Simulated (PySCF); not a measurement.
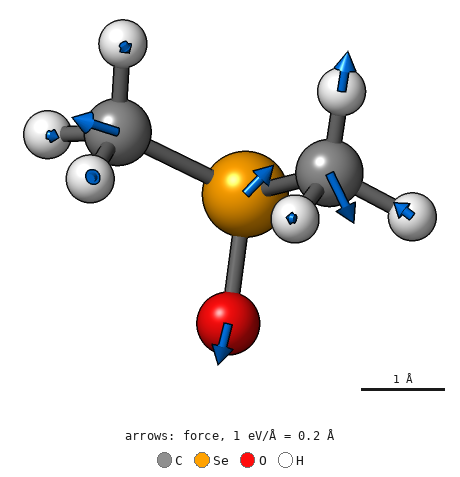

Starting geometry of C₂H₆OSe with the computed forces as blue arrows. A ball-and-stick model, seen at a tilt.

The start comes from GFN2-xTB. Its atoms were then displaced at random by about 0.03 Å.

Computed with PBE0-D3(BJ)/def2-SVP geometry optimisation, gas phase (PySCF 2.14.0, density-fitted response routines). 

Question: What follows when this structure is relaxed?

Answer: It isn't relaxed: the largest force vector, on a C atom, is 3.48 eV/Å. The final displacements follow the starting forces only in part (cosine between the two patterns 0.61). The energy falls by 9.27 kcal/mol in 4 geometry steps. The atom that moves furthest after the best rigid fit is the O atom (0.097 Å). Largest moves by element: O 0.097 Å, H 0.082 Å, C 0.064 Å, Se 0.038 Å. Among the contacts that change: C–Se 1.870 → 1.952 Å, C–H 1.036 → 1.099 Å, O–Se 1.588 → 1.640 Å, C–H 1.150 → 1.098 Å. Among the angles between lasting bonds that change: H–C–H 100.9° → 109.7°, H–C–H 105.3° → 111.6°, Se–C–H 116.6° → 110.8°.
